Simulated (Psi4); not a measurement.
Approach curve of the dimer H2 ··· CH3Cl (SMILES [H][H] and CCl). Monomers: optimised at B3LYP-D3(BJ) (def2-TZVP), held rigid. Orientation: lowest of the rigid-body minima from ten starts at GFN2-xTB. The monomers approach along the line of their centres of mass (distance R); nothing else relaxes.

Geometry at R = 3.46 Å (first 2 atoms: monomer A):
```
7

H      0.3719     0.0000     0.0000
H     -0.3719     0.0000     0.0000
C      2.0087     2.4190     2.0406
Cl     3.0278     1.3211     1.0528
H      2.1183     3.4275     1.6537
H      2.3485     2.3664     3.0705
H      0.9768     2.0903     1.9622
```

SCS-MP2/aug-cc-pVTZ = Psi4 with DF-SCS-MP2/aug-cc-pVTZ, frozen core, counterpoise-corrected; revPBE/def2-TZVP, counterpoise-corrected (Psi4); CCSD/aug-cc-pVDZ = DF-CCSD/aug-cc-pVDZ, frozen core, counterpoise-corrected (Psi4); MP2/aug-cc-pVDZ = DF-MP2/aug-cc-pVDZ, frozen core, counterpoise-corrected (Psi4); MP2/aug-cc-pVTZ = DF-MP2/aug-cc-pVTZ, frozen core, counterpoise-corrected run with Psi4 1.11.

Interaction energies in kcal/mol (negative: bound); R is the distance of the centres of mass, d the H1···H7 distance.

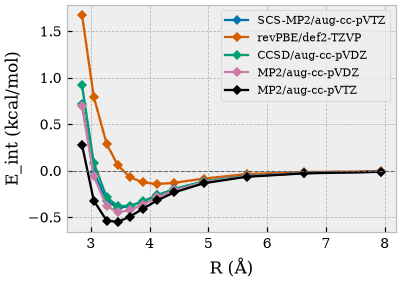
*Interaction energy against separation.*

```
R / Å  d / Å  SCS-MP2/aug-cc-pVTZ  revPBE/def2-TZVP  CCSD/aug-cc-pVDZ  MP2/aug-cc-pVDZ  MP2/aug-cc-pVTZ
-----  -----  -------------------  ----------------  ----------------  ---------------  ---------------
2.85    2.49                 0.71              1.67              0.92             0.70             0.28
3.05    2.63                -0.01              0.80              0.09            -0.06            -0.32
3.27    2.79                -0.33              0.29             -0.29            -0.38            -0.54
3.46    2.93                -0.40              0.06             -0.38            -0.45            -0.55
3.66    3.09                -0.38             -0.07             -0.38            -0.43            -0.50
3.88    3.26                -0.33             -0.13             -0.33            -0.36            -0.41
4.13    3.47                -0.27             -0.14             -0.26            -0.29            -0.32
4.42    3.72                -0.20             -0.13             -0.20            -0.21            -0.23
4.93    4.17                -0.12             -0.08             -0.11            -0.12            -0.13
5.66    4.83                -0.06             -0.04             -0.06            -0.06            -0.06
6.63    5.74                -0.03             -0.01             -0.02            -0.03            -0.03
7.94    6.99                -0.01             -0.01             -0.01            -0.01            -0.01
```

Lowest grid point: SCS-MP2/aug-cc-pVTZ -0.40 kcal/mol at R = 3.46 Å; revPBE/def2-TZVP -0.14 kcal/mol at R = 4.13 Å; CCSD/aug-cc-pVDZ -0.38 kcal/mol at R = 3.46 Å; MP2/aug-cc-pVDZ -0.45 kcal/mol at R = 3.46 Å; MP2/aug-cc-pVTZ -0.55 kcal/mol at R = 3.46 Å.
